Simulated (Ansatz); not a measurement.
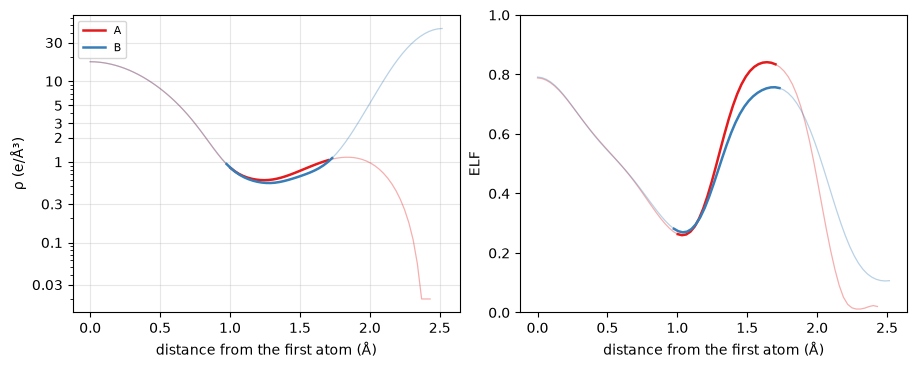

Figure 1: Hg₃Se₂S. Valence pseudo-density and electron localisation function along straight lines between neighbouring atoms. Thin, pale parts lie inside the atomic spheres.

Space group P2; a generated structure, not necessarily the stable one.

The calculation used DFT PBE+D3(BJ), scalar-relativistic, plane waves, PAW (Ansatz 0.2.0).

Core electrons are frozen (PAW), and the valence fields are smoothed inside the atomic spheres.

> Which curve belongs to which contact (Hg–S and Hg–Se)? The first atom named is at distance zero.

Curve A: Hg–S (2.43 Å): the density is about 0.6 e/Å³ at the midpoint; the ELF peaks at about 0.85 in the valence shell of S, 0.8 Å from its nucleus, and is about 0.40 at the midpoint. Curve B: Hg–Se (2.52 Å): the density is about 0.55 e/Å³ at the midpoint; the ELF is about 0.45 at the midpoint and 0.25 at its lowest between the atoms.
